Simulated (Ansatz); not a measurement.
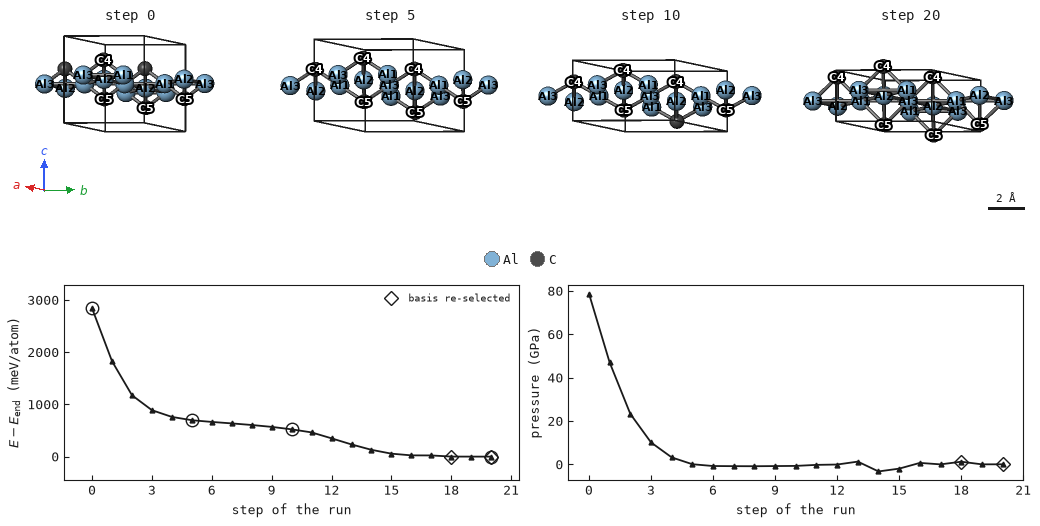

Frames of a relaxation of crystalline Al3C2 (a generated structure, set up in P-3m1) (coarse preliminary run), marked on the history of the run. Style: ball-and-stick. Shown: the cell of the calculation, from a free direction.

Computed with DFT PBE, scalar-relativistic, plane waves, PAW in Ansatz 0.2.0. (plane-wave cutoff 420 eV; k-point mesh 6 × 6 × 4; occupations gaussian; smearing width 0.1 eV; no spin polarisation; cell and atoms relaxed; force threshold 0.04 eV/Å; at most 70 steps)

**Describe the path.**

The energy falls by 2839 meV per atom in 18 accepted moves (20 points after the start). Largest force component: 13 eV/Å at the start, 0.0013 eV/Å at the end. The pressure goes from 78.77 to 0.08 GPa. The SCF was repeated twice at an unchanged geometry on a basis and grid sized afresh for the cell, which shifted the energy by 21.8 meV per atom at most. The largest moves relative to the cell, 0.89 Å, are those of C4 and C5. C5 goes along −c. Al stays in place. The drawn cell changes as follows: a = b 4.470 → 5.334 Å (+19.3 %), c 4.892 → 2.880 Å (−41.1 %); the volume changes by −16.1 %. Among the contacts that change: Al1–C4 4.167 → 2.108 Å, Al1–C4 (another image) 1.591 → 2.108 Å, Al1–Al2 2.235 → 2.667 Å. Among the angles between lasting bonds that change: Al1–C5–Al2 89.3° → 78.5°, Al2–Al1–C5 134.6° → 129.2°. The space group (tolerance 0.01 Å) goes from P-3m1 (No. 164) to P6/mmm (No. 191). From step 0 to 5: C atoms move most (0.14 Å), volume +43.7 %, energy −2142 meV per atom. From step 5 to 10: C atoms move most (0.16 Å), volume −21.7 %, energy −175 meV per atom. From step 10 to 20: C atoms move most (0.67 Å), volume −25.5 %, energy −523 meV per atom.
